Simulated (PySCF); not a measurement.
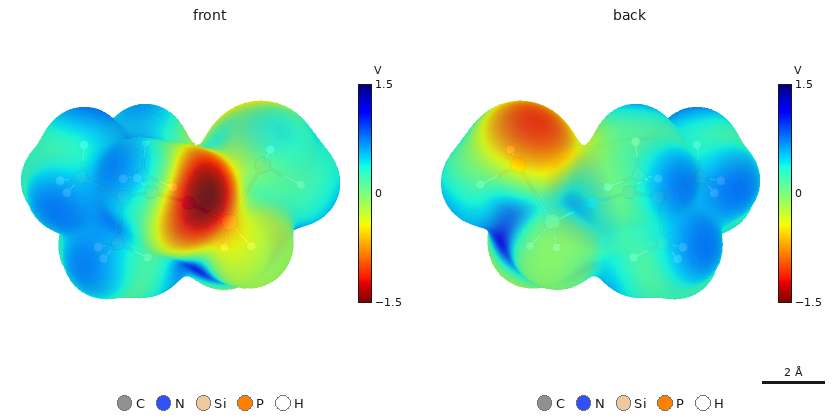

Figure. C$_{5}$H$_{14}$NPSi (SMILES CC(C)(C)/C=N\[SiH2]P). The molecular electrostatic potential painted on the density surface at 0.002 e/bohr³, seen from the front and from behind; the colour scale runs from red (negative) to blue (positive).

Geometry: GFN2-xTB.

Computed with PBE0/pcSseg-1, SCF density, gas phase, non-relativistic (PySCF 2.14.0).

```xyz
22

C    -1.3411   -1.1429   -0.8826
C    -1.1329    0.0509    0.0565
C    -2.4687    0.4478    0.6881
C    -0.5562    1.2393   -0.7181
C    -0.1635   -0.3539    1.1451
N     1.0329   -0.6996    1.0348
Si    2.2927   -0.8383   -0.1039
P     3.3693    1.1284    0.0527
H    -0.3956   -1.4619   -1.3118
H    -1.7696   -1.9823   -0.3388
H    -2.0187   -0.8700   -1.6886
H    -2.3386    1.2898    1.3647
H    -3.1793    0.7374   -0.0828
H    -2.8922   -0.3837    1.2478
H    -0.4287    2.0953   -0.0587
H    -1.2278    1.5203   -1.5264
H     0.4134    0.9916   -1.1435
H    -0.5777   -0.3490    2.1571
H     2.0673   -1.0180   -1.5501
H     3.0401   -1.9850    0.4128
H     4.5855    0.6033   -0.3384
H     3.6789    0.9997    1.3913
```

Question: Which sites attract a positive test charge, and which a negative one?

Answer: A positive charge is drawn to the negative regions and a negative charge to the positive ones. The most negative region (about −1.5 V) lies over N6, the most positive (about +1.0 V) over Si7. N6 is the likeliest acceptor of a hydrogen bond.

Question: How polar is the molecule by this calculation?

Answer: Its dipole moment is 1.84 D.
